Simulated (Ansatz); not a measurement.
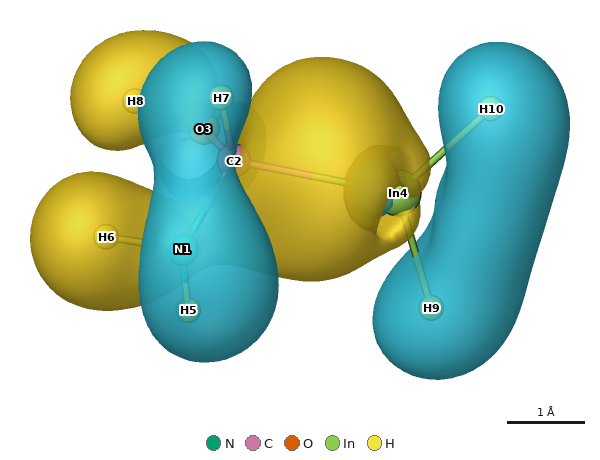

*CH₆InNO (SMILES N[CH](O)[InH2]). The HOMO at ±0.06 Å⁻³ᐟ² (yellow and cyan are the two phases), seen across its widest extent.*

Geometry: PBE0-D4/def2-TZVP; core potentials replace the inner electrons of In.

The calculation used RKS PBE0-D4/def2-TZVPP (Ansatz).

```xyz
10

N    -1.0294    0.8742   -0.4808
C     0.2830    0.4039   -0.1645
O     0.9618   -0.2974   -1.2122
In    0.1802   -1.0525    1.4593
H    -1.6344    0.1290   -0.8006
H    -1.0376    1.6159   -1.1742
H     0.8778    1.2716    0.1401
H     1.1923    0.3222   -1.9145
H    -1.0261   -2.2861    1.3213
H     1.2324   -0.9808    2.8260
```

Question: Describe this orbital and give its energy.

Answer: By Hirshfeld shares it lies mainly on C2 (about 25 %), N1 (about 25 %), In4 (about 20 %) and O3 (about 10 %). Its energy is −6.80 eV.
